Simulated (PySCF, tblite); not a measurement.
**C₆H₁₃PSi: geometry, infrared bands and NMR shifts**

What infrared bands and NMR shifts should C₆H₁₃PSi (`CC(C)CP=C=C[SiH3]`) show?

The runs use tblite 0.8.0 and PySCF 2.14.0, with density-fitted response routines of our own; the level of theory stands in each step. All values are computed, except where a source is named. Atoms are numbered from 0 throughout.

### 1 The starting structure

21 atoms, charge 0, multiplicity 1; geometry from: force field or distance geometry start.

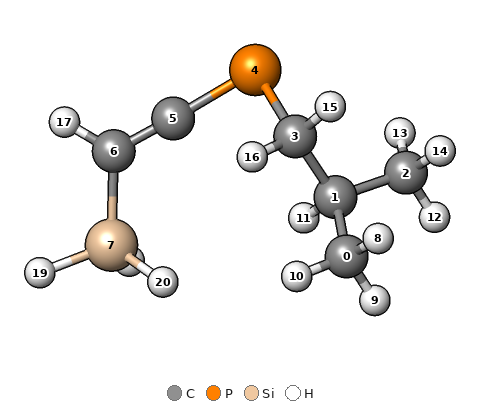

The starting geometry (carbon grey, phosphorus orange, silicon light orange, hydrogen white), atoms numbered.

### 2 Optimising the geometry with GFN2-xTB

The job: settings as JSON, then the geometry in Å.

```
{"job": {"kind": "relax", "xc": "GFN2-xTB", "basis": "xTB"}, "charge": 0, "multiplicity": 1}
C     -1.759800     1.260300    -0.672800
C     -1.199500    -0.128000    -0.416900
C     -2.137900    -1.190500    -0.978300
C     -0.962800    -0.310500     1.094100
P      0.158600    -1.774800     1.538300
C      1.745500    -0.880000     1.347700
C      2.888500    -0.262400     1.244600
Si     3.226600     0.844800    -0.139900
H     -2.722300     1.399300    -0.159900
H     -1.932500     1.420900    -1.739300
H     -1.083100     2.037800    -0.322700
H     -0.245500    -0.206100    -0.945200
H     -2.326500    -1.007800    -2.038400
H     -1.732900    -2.197300    -0.885800
H     -3.121200    -1.154800    -0.472700
H     -1.922100    -0.463500     1.628800
H     -0.518000     0.593100     1.532900
H      3.667400    -0.418900     1.981800
H      3.631800     0.071800    -1.337000
H      4.323800     1.775300     0.215400
H      2.012800     1.649900    -0.475400
```

Launch:

```sh
> OMP_NUM_THREADS=1 python probes_run.py task.json out
```

The driver reads the jobs from task.json and runs them one after another.

The log of the run:

```text
step      E/eV     max force
  0    -642.40525    4.255
  1    -642.88766    2.417
  2    -643.01194    1.430
  3    -643.05577    0.809
  4    -643.10432    0.766
  5    -643.16996    0.968
  6    -643.20515    0.558
  7    -643.22788    0.434
  8    -643.24248    0.459
  9    -643.26521    0.426
 10    -643.27912    0.356
 11    -643.29067    0.265
 12    -643.30063    0.322
 13    -643.31073    0.340
 14    -643.32159    0.432
 15    -643.33260    0.328
 16    -643.34257    0.312
 17    -643.35271    0.283
 18    -643.36196    0.315
 19    -643.36823    0.286
 20    -643.37215    0.149
 21    -643.37529    0.150
 22    -643.37870    0.174
 23    -643.38338    0.286
 24    -643.38927    0.288
 25    -643.39492    0.233
 26    -643.39921    0.171
 27    -643.40303    0.170
 28    -643.40722    0.184
 29    -643.41129    0.186
 30    -643.41414    0.119
 31    -643.41617    0.123
 32    -643.41814    0.141
 33    -643.42099    0.153
 34    -643.42461    0.154
 35    -643.42774    0.141
 36    -643.42948    0.081
 37    -643.43062    0.074
 38    -643.43183    0.094
 39    -643.43333    0.096
 40    -643.43471    0.087
 41    -643.43587    0.087
 42    -643.43701    0.081
 43    -643.43834    0.099
 44    -643.43983    0.101
 45    -643.44132    0.097
 46    -643.44268    0.084
 47    -643.44388    0.086
 48    -643.44506    0.099
 49    -643.44642    0.138
 50    -643.44783    0.119
 51    -643.44896    0.061
 52    -643.44976    0.062
 53    -643.45053    0.094
 54    -643.45162    0.134
 55    -643.45321    0.134
 56    -643.45518    0.100
 57    -643.45703    0.095
 58    -643.45854    0.092
 59    -643.45980    0.083
 60    -643.46080    0.066
 61    -643.46151    0.054
 62    -643.46206    0.051
 63    -643.46257    0.064
 64    -643.46317    0.061
 65    -643.46353    0.045
 66    -643.46377    0.031
 67    -643.46397    0.031
 68    -643.46426    0.059
 69    -643.46470    0.085
 70    -643.46524    0.082
 71    -643.46571    0.047
 72    -643.46606    0.050
 73    -643.46642    0.045
 74    -643.46693    0.072
 75    -643.46757    0.069
 76    -643.46821    0.048
 77    -643.46877    0.053
 78    -643.46938    0.071
 79    -643.47020    0.103
 80    -643.47124    0.102
 81    -643.47231    0.076
 82    -643.47328    0.078
 83    -643.47419    0.065
 84    -643.47509    0.111
 85    -643.47599    0.084
 86    -643.47686    0.061
 87    -643.47749    0.048
 88    -643.47807    0.064
 89    -643.47872    0.057
 90    -643.47934    0.047
 91    -643.47992    0.054
 92    -643.48058    0.061
 93    -643.48124    0.076
 94    -643.48185    0.061
 95    -643.48222    0.038
 96    -643.48242    0.037
 97    -643.48260    0.042
 98    -643.48295    0.061
 99    -643.48335    0.069
100    -643.48375    0.059
101    -643.48406    0.038
102    -643.48439    0.048
103    -643.48492    0.084
104    -643.48585    0.120
105    -643.48717    0.116
106    -643.48864    0.100
107    -643.49015    0.102
108    -643.49130    0.122
109    -643.49306    0.165
110    -643.49444    0.114
111    -643.49551    0.061
112    -643.49570    0.060
113    -643.49595    0.049
114    -643.49644    0.038
115    -643.49677    0.047
116    -643.49711    0.037
117    -643.49734    0.042
118    -643.49749    0.031
119    -643.49764    0.030
120    -643.49779    0.039
121    -643.49800    0.038
122    -643.49823    0.032
123    -643.49843    0.026
124    -643.49860    0.034
125    -643.49876    0.038
126    -643.49895    0.036
127    -643.49919    0.027
128    -643.49947    0.043
129    -643.49977    0.052
130    -643.50009    0.047
131    -643.50048    0.044
132    -643.50086    0.042
133    -643.50133    0.043
134    -643.50170    0.045
135    -643.50198    0.039
136    -643.50219    0.029
137    -643.50241    0.029
138    -643.50265    0.029
139    -643.50287    0.029
140    -643.50307    0.027
141    -643.50327    0.038
142    -643.50351    0.033
143    -643.50378    0.039
144    -643.50408    0.034
145    -643.50433    0.034
146    -643.50459    0.036
147    -643.50482    0.031
148    -643.50510    0.031
149    -643.50530    0.029
150    -643.50548    0.027
151    -643.50564    0.028
152    -643.50584    0.028
153    -643.50613    0.037
154    -643.50652    0.055
155    -643.50698    0.058
156    -643.50749    0.050
157    -643.50808    0.065
158    -643.50884    0.090
159    -643.50930    0.127
160    -643.51143    0.103
161    -643.51454    0.098
162    -643.51820    0.148
163    -643.52019    0.119
164    -643.52170    0.077
165    -643.52327    0.173
166    -643.52504    0.065
167    -643.52651    0.051
168    -643.52800    0.111
169    -643.52895    0.108
170    -643.52946    0.056
171    -643.53013    0.087
172    -643.53046    0.061
173    -643.53093    0.041
174    -643.53129    0.039
175    -643.53149    0.035
176    -643.53163    0.024
177    -643.53174    0.022
178    -643.53180    0.022
179    -643.53186    0.017
180    -643.53193    0.016
181    -643.53199    0.016
182    -643.53206    0.018
183    -643.53213    0.019
184    -643.53220    0.017
185    -643.53227    0.018
186    -643.53235    0.019
187    -643.53243    0.026
188    -643.53254    0.028
189    -643.53269    0.027
190    -643.53286    0.031
191    -643.53300    0.025
192    -643.53311    0.026
193    -643.53322    0.025
194    -643.53334    0.024
195    -643.53344    0.018
196    -643.53350    0.016
197    -643.53355    0.018
198    -643.53361    0.018
199    -643.53368    0.014
200    -643.53373    0.014
201    -643.53377    0.010
202    -643.53380    0.012
203    -643.53382    0.010
204    -643.53384    0.008
```

It took 1.5 s on 1 thread of Arm Neoverse V2, shared host.

Step by step: (not every step is listed)

| step | energy from step 0 (eV) | largest force (eV/Å) |
| --- | --- | --- |
| 0 | 0.0000 | 4.2553 |
| 1 | -0.4824 | 2.4168 |
| 2 | -0.6067 | 1.4303 |
| 3 | -0.6505 | 0.8088 |
| 4 | -0.6991 | 0.7663 |
| 5 | -0.7647 | 0.9683 |
| 6 | -0.7999 | 0.5581 |
| 7 | -0.8226 | 0.4337 |
| 8 | -0.8372 | 0.4588 |
| 27 | -0.9978 | 0.1700 |
| 46 | -1.0374 | 0.0837 |
| 65 | -1.0583 | 0.0451 |
| 84 | -1.0698 | 0.1113 |
| 103 | -1.0797 | 0.0836 |
| 122 | -1.0930 | 0.0322 |
| 141 | -1.0980 | 0.0375 |
| 160 | -1.1062 | 0.1035 |
| 179 | -1.1266 | 0.0171 |
| 198 | -1.1284 | 0.0177 |
| 199 | -1.1284 | 0.0141 |
| 200 | -1.1285 | 0.0137 |
| 201 | -1.1285 | 0.0099 |
| 202 | -1.1286 | 0.0115 |
| 203 | -1.1286 | 0.0103 |
| 204 | -1.1286 | 0.0083 |

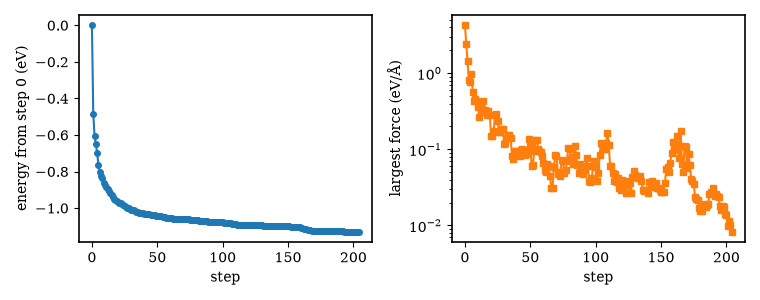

Energy and force, step by step.

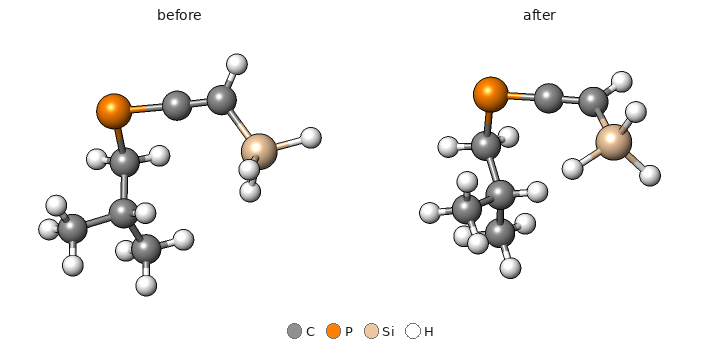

The geometry before (left) and after (right).

Close pairs (by a distance rule), those that changed most:

| bond | before (Å) | after (Å) | change (Å) |
| --- | --- | --- | --- |
| P4–C5 | 1.832 | 1.641 | -0.191 |
| C6–Si7 | 1.805 | 1.892 | +0.088 |
| Si7–H20 | 1.495 | 1.467 | -0.028 |
| Si7–H18 | 1.481 | 1.461 | -0.020 |
| C2–H14 | 1.106 | 1.089 | -0.018 |
| Si7–H19 | 1.482 | 1.464 | -0.017 |
| C3–H15 | 1.109 | 1.094 | -0.015 |
| C1–C3 | 1.540 | 1.528 | -0.012 |

The final coordinates are the input of the step that follows.

### 3 Infrared spectrum with GFN2-xTB

The job: settings as JSON, then the geometry in Å.

```
{"job": {"kind": "ir", "xc": "GFN2-xTB", "basis": "xTB"}, "charge": 0, "multiplicity": 1}
C     -2.251825     1.188508    -0.375058
C     -1.146199     0.159083    -0.148857
C     -1.284436    -0.999907    -1.130834
C     -1.193336    -0.346873     1.292030
P      0.228273    -1.505990     1.732913
C      1.477961    -0.478001     1.462523
C      2.517290     0.231267     1.151287
Si     3.272233     0.289610    -0.582998
H     -3.228295     0.742330    -0.196018
H     -2.224876     1.554556    -1.398942
H     -2.132774     2.036728     0.295652
H     -0.176092     0.643612    -0.315175
H     -1.215030    -0.644568    -2.156527
H     -0.494129    -1.731728    -0.965972
H     -2.244758    -1.495558    -1.000626
H     -2.119974    -0.902557     1.462489
H     -1.173430     0.490965     1.993552
H      2.988458     0.864787     1.895162
H      2.485495    -0.543823    -1.489302
H      4.656220    -0.182005    -0.501064
H      3.250303     1.687965    -1.024707
```

The log of the run:

```text
mode    cm-1     km/mol
  1      30.7      0.14
  2      42.3      0.13
  3      62.5      0.02
  4      85.2      0.15
  5     107.5      0.03
  6     167.6      0.30
  7     200.5      0.26
  8     209.1      0.00
  9     239.5      0.25
 10     317.6      0.99
 11     361.6      5.93
 12     377.0      0.39
 13     418.2      3.29
 14     441.2      3.77
 15     516.7     36.28
 16     525.8     45.75
 17     686.3     11.38
 18     709.0     36.54
 19     723.8      9.98
 20     778.9    303.06
 21     781.8    238.16
 22     787.3    366.36
 23     811.7     18.83
 24     880.7      7.61
 25     907.3      5.10
 26     947.3      1.09
 27     980.3      1.53
 28     984.9      0.13
 29    1052.6      3.92
 30    1131.5      0.88
 31    1140.7     45.26
 32    1181.5     14.79
 33    1209.4      1.15
 34    1229.9      4.05
 35    1324.2      1.78
 36    1333.9      6.31
 37    1406.2      6.38
 38    1419.2      3.38
 39    1450.3      1.29
 40    1492.3      0.01
 41    1496.7      1.36
 42    1504.1      1.65
 43    1506.2      2.05
 44    1827.1    295.76
 45    2237.4    349.03
 46    2256.2    317.61
 47    2285.9    240.13
 48    2913.6     25.68
 49    2944.0     23.07
 50    2957.4     19.10
 51    2977.2     52.47
 52    3006.4     43.49
 53    3022.8      2.06
 54    3027.3     71.15
 55    3028.4     14.77
 56    3033.9     44.55
 57    3036.6     43.34
```

It took 0.79 s on 1 thread of Arm Neoverse V2, shared host.

Which atoms move in the most intense modes:

| cm⁻¹ | km/mol | atoms |
| --- | --- | --- |
| 779 | 303.1 | H19 46 %, H18 37 % |
| 782 | 238.2 | H18 51 %, H20 37 % |
| 787 | 366.4 | H20 51 %, H19 40 % |
| 1827 | 295.8 | C5 66 %, C6 31 % |
| 2237 | 349.0 | H20 93 % |
| 2256 | 317.6 | H19 94 % |
| 2286 | 240.1 | H18 97 % |
| 3027 | 71.2 | H8 51 %, H14 29 % |

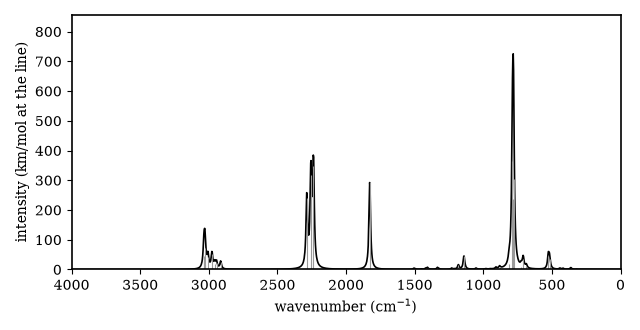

The infrared spectrum from these modes, unscaled. Lines are broadened to a width of 14 cm⁻¹ (Lorentzian).

### 4 NMR shieldings: PBE0/pcSseg-1

Settings changed since step 3:

```diff
@@ -1,2 +1,2 @@
-{"job": {"kind": "ir", "xc": "GFN2-xTB", "basis": "xTB"}, "charge": 0, "multiplicity": 1}
+{"job": {"kind": "nmr", "xc": "PBE0", "basis": "pcSseg-1"}, "charge": 0, "multiplicity": 1}
 C     -2.251825     1.188508    -0.375058
```

Level: GIAO PBE0/pcSseg-1 NMR shielding, non-relativistic, gas phase.

The log of the run:

```text
coarse grid: 17824 points
cycle   1  E = -866.5432888146  dE =  6.092e-01  |g| = 4.395e-01  |ddm| = 4.122e+00
cycle   2  E = -866.5211619288  dE =  2.213e-02  |g| = 5.220e-01  |ddm| = 8.894e-01
cycle   3  E = -866.5919133679  dE = -7.075e-02  |g| = 1.135e-01  |ddm| = 5.911e-01
cycle   4  E = -866.5954070884  dE = -3.494e-03  |g| = 4.250e-02  |ddm| = 1.677e-01
cycle   5  E = -866.5958850847  dE = -4.780e-04  |g| = 1.347e-02  |ddm| = 5.651e-02
cycle   6  E = -866.5959344521  dE = -4.937e-05  |g| = 2.868e-03  |ddm| = 1.848e-02
cycle   7  E = -866.5959363286  dE = -1.876e-06  |g| = 6.745e-04  |ddm| = 2.757e-03
final grid: 160936 points
cycle   8  E = -866.6458247922  dE = -5.267e-05  |g| = 9.939e-03  |ddm| = 4.080e-02
cycle   9  E = -866.6457930847  dE =  3.171e-05  |g| = 1.443e-02  |ddm| = 2.255e-02
cycle  10  E = -866.6458490518  dE = -5.597e-05  |g| = 2.766e-03  |ddm| = 1.612e-02
cycle  11  E = -866.6458513023  dE = -2.251e-06  |g| = 4.561e-04  |ddm| = 3.314e-03
cycle  12  E = -866.6458513558  dE = -5.354e-08  |g| = 1.485e-04  |ddm| = 7.180e-04
cycle  13  E = -866.6458513613  dE = -5.470e-09  |g| = 3.556e-05  |ddm| = 1.727e-04
cycle  14  E = -866.6458513616  dE = -2.990e-10  |g| = 8.042e-06  |ddm| = 4.241e-05
converged SCF energy = -866.6458513616

GIAO shielding tensors (ppm)
atom      isotropic    diamagn.    paramagn.     s11        s22        s33       span
  0 C      159.726     247.688     -87.962    142.506    149.130    187.542     45.036
  1 C      152.725     246.513     -93.789    138.469    156.705    163.000     24.531
  2 C      162.449     250.067     -87.617    148.971    154.031    184.346     35.375
  3 C      150.005     255.230    -105.224    134.987    145.964    169.065     34.078
  4 P      279.223     969.093    -689.870    115.684    269.371    452.614    336.931
  5 C      -80.330     267.567    -347.897   -169.964    -91.340     20.316    190.279
  6 C       88.748     268.024    -179.275    -16.952    127.525    155.672    172.625
  7 Si     419.402     880.512    -461.109    388.096    410.585    459.527     71.431
  8 H       30.933      30.853       0.080     27.417     28.817     36.563      9.146
  9 H       30.480      30.796      -0.315     26.173     27.889     37.379     11.206
 10 H       30.556      31.222      -0.667     26.256     28.336     37.075     10.819
 11 H       29.972      36.678      -6.706     25.443     28.747     35.725     10.283
 12 H       30.722      32.128      -1.407     27.203     27.662     37.299     10.096
 13 H       29.837      32.330      -2.493     24.866     30.302     34.343      9.477
 14 H       31.187      32.116      -0.930     28.131     28.695     36.735      8.604
 15 H       30.716      33.631      -2.915     26.714     29.847     35.586      8.872
 16 H       29.533      33.875      -4.342     24.316     29.687     34.597     10.281
 17 H       25.829      29.498      -3.670     23.534     25.243     28.709      5.175
 18 H       27.572      30.458      -2.886     24.242     27.714     30.760      6.518
 19 H       27.343      28.119      -0.775     24.008     25.168     32.853      8.845
 20 H       27.321      29.838      -2.517     24.346     25.589     32.029      7.683
```

Wall time 43 s (1 thread of Arm Neoverse V2, shared host); peak memory 0.92 GiB.

The references, computed at this level on geometries of the same kind, shield at (ppm): ¹H TMS 31.72, ¹³C TMS 186.9, ²⁹Si TMS 349.2, ³¹P H3PO4 318.4. Their shielding less the atom's gives the shift. The references are single molecules in the gas phase, so shifts against H2O, NH3, PH3, H3PO4 or CFCl3 are not on the usual liquid scales and can be off by tens of ppm. Atoms listed in one row are averaged.

| atoms | environment | σ (ppm) | δ (ppm) | δ scaled to CDCl3 |
| --- | --- | --- | --- | --- |
| C5 | cumulene carbon | -80.3 | 267.3 | 258.9 |
| C6 | alkene CH | 88.7 | 98.2 | 93.9 |
| C3 | sp3 CH2 bonded to P | 150.0 | 36.9 | 34.1 |
| C1 | sp3 CH | 152.7 | 34.2 | 31.5 |
| C0, C2 | methyl carbon | 161.1 | 25.8 | 23.3 |
| H17 | hydrogen on an alkene CH | 25.83 | 5.89 | 5.66 |
| H18, H19, H20 | hydrogen on a silicon bonded to C | 27.41 | 4.30 | – |
| H11 | hydrogen on an sp3 CH | 29.97 | 1.75 | 1.75 |
| H15, H16 | hydrogen on an sp3 CH2 bonded to P | 30.12 | 1.59 | 1.61 |
| H8, H9, H10, H12, H13, H14 | hydrogen on a methyl carbon | 30.62 | 1.10 | 1.14 |
| P4 | phosphorus bonded to 2 C | 279.2 | 39.2 | – |
| Si7 | silicon bonded to C, 3 H | 419.4 | -70.2 | – |

The scaled column applies a straight-line fit of computed shieldings to shifts measured in CDCl3 (root-mean-square error 0.16 ppm for H, 1.9 ppm for C).

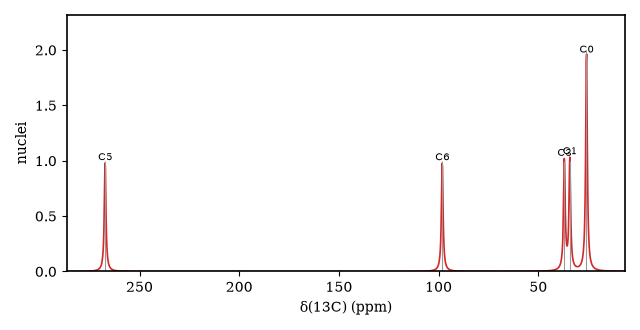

¹³C lines at the computed shifts, without couplings. Lines are broadened to a width of 0.97 ppm (Lorentzian).

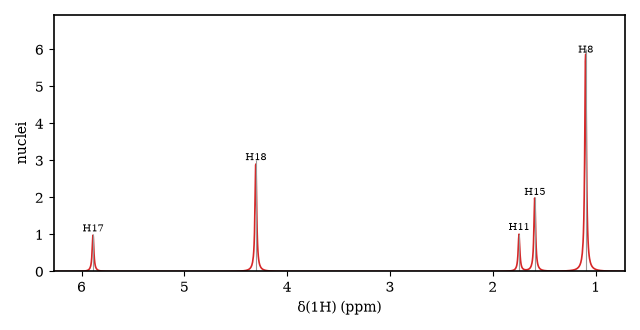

¹H lines at the computed shifts, without couplings. Lines are broadened to a width of 0.02 ppm (Lorentzian).

Charges from the same density, by scheme (e):

| atoms | Mulliken | IAO | Hirshfeld | ESP fit |
| --- | --- | --- | --- | --- |
| C0, C2 | -0.21 | -0.42 | -0.12 | -0.54 |
| C1 | -0.40 | -0.08 | -0.02 | 0.39 |
| C3 | -0.40 | -0.42 | -0.11 | 0.04 |
| P4 | 0.30 | 0.31 | 0.08 | -0.19 |
| C5 | -0.25 | -0.22 | -0.06 | 0.02 |
| C6 | -0.45 | -0.46 | -0.15 | -0.35 |
| Si7 | 0.55 | 0.63 | 0.33 | 0.47 |

IAO charges:

C0 -0.42; C1 -0.08; C2 -0.42; C3 -0.42; P4 0.31; C5 -0.22; C6 -0.46; Si7 0.63; H8 0.13; H9 0.14; H10 0.14; H11 0.13; H12 0.14; H13 0.14; H14 0.13; H15 0.14; H16 0.15; H17 0.18; H18 -0.11; H19 -0.11; H20 -0.12

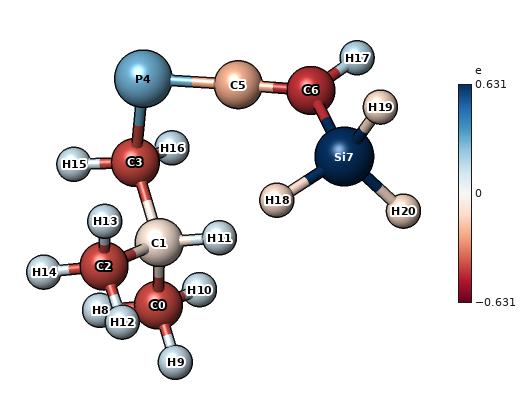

IAO charges, as colours on the atoms.

Mayer bond orders: C0–C1 1.04, C1–C2 1.03, C1–C3 0.99, C3–P4 0.91, P4–C5 1.77, C5–C6 1.94, C6–Si7 0.84.

Orbitals, density, ELF and potential are computed afterwards from the orbital file.

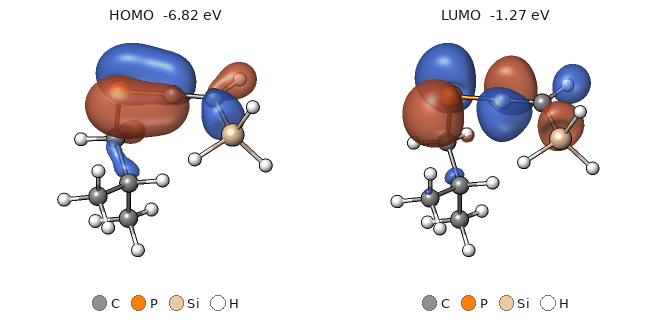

Frontier orbitals at PBE0/pcSseg-1; each surface holds 70 % of the orbital's density, blue and red mark the sign.

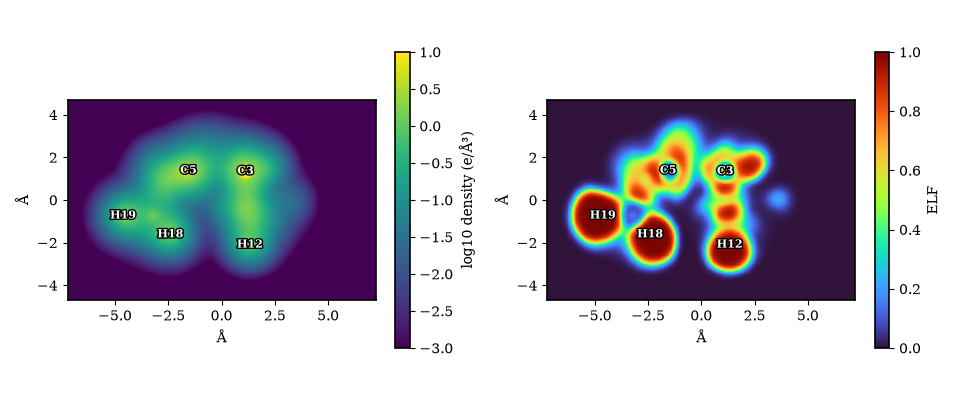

Density (left) and ELF (right) in a plane through or near 5 of the atoms.

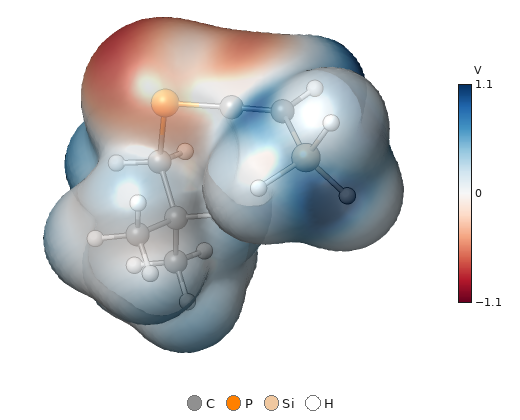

The potential that a unit positive charge feels on the 0.002 e/bohr³ surface, from the 1st to the 99th percentile, from -0.68 V near P4 to 1.10 V near H17.

### 5 Outcome

```
                                                               quantity                              value
                              strongest single infrared mode (GFN2-xTB)               787 cm⁻¹, 366 km/mol
                                           zero-point energy (GFN2-xTB)                     103.7 kcal/mol
¹³C shifts against TMS (PBE0/pcSseg-1, means over atoms taken as alike)  267.3, 98.2, 36.9, 34.2, 25.8 ppm
 ¹H shifts against TMS (PBE0/pcSseg-1, means over atoms taken as alike)   5.89, 4.30, 1.75, 1.59, 1.10 ppm
                               ³¹P shifts against H3PO4 (PBE0/pcSseg-1)                           39.2 ppm
                                ²⁹Si shifts against TMS (PBE0/pcSseg-1)                          -70.2 ppm
                                  surface potential, 1st and 99th percentile                 -0.68 V and 1.10 V
```

What this shows: Over 204 steps the energy fell by 1.129 eV; of the close pairs, P4–C5 changed most, 1.832 to 1.641 Å. All 57 modes are real, so the xTB geometry is a minimum. The strongest single mode, at 787 cm⁻¹, moves mainly H20 and H19. GFN2-xTB is a fitted tight-binding method: band positions and strengths are rough. Its intensities can rank the bands wrongly. The most deshielded hydrogen is H17 (hydrogen on an alkene CH), at 5.89 ppm: olefinic region. At PBE0/pcSseg-1: Shielding is most anisotropic at P4 (span 337 ppm, paramagnetic term -690 ppm). By nearest atom (PBE0/pcSseg-1), the HOMO sits on P4 42 %; C5 31 % and the LUMO on P4 39 %; C5 33 %.
